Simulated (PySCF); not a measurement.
```xyz
13

C    -1.6413   -1.0250   -0.1309
C    -0.3024   -0.3298   -0.2909
B     0.7202   -1.0444   -1.2443
F     0.3425   -2.1711   -1.8088
C    -0.0260    0.7855    0.3296
C     0.9746    1.8045    0.5414
F     2.1595    1.6107   -0.1849
H    -2.2873   -0.4709    0.5439
H    -2.1264   -1.1144   -1.1006
H    -1.4885   -2.0285    0.2603
H     1.7917   -0.6450   -1.4838
H     1.2785    1.8398    1.5951
H     0.6006    2.7891    0.2336
```

Geometry: GFN2-xTB.

Level of theory: UKS B3LYP, pcH-1 on B C F H, non-relativistic, mean-field spin-orbit, GIAO in PySCF 2.14.0, density-fitted response routines.

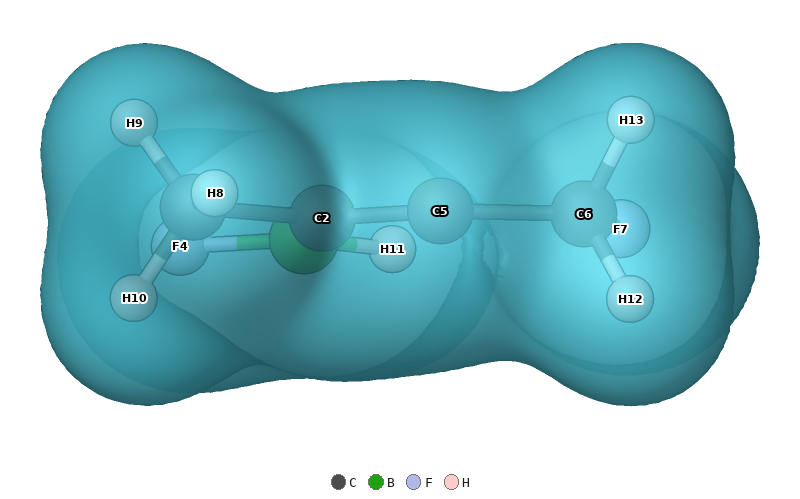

C₄H₆BF₂ (SMILES C/C(BF)=[C]/CF) (doublet). Isosurface of the electron density at 0.05 e/Å³ (cyan), seen from one side.

Question: What does this surface tell about the bonding?

Answer: At this value the surface is in one piece. It bridges the sampled C–C (1.31 Å), B–F (1.32 Å), C–F (1.40 Å) and C–B (1.57 Å) contacts, where the density stays above the isovalue. On the grid the lowest density along these lines, outside the cores, is 2.1 e/Å³ (C–C, 1.31 Å), 1.8 e/Å³ (B–F, 1.32 Å), 1.5 e/Å³ (C–F, 1.40 Å) and 1.1 e/Å³ (C–B, 1.57 Å).
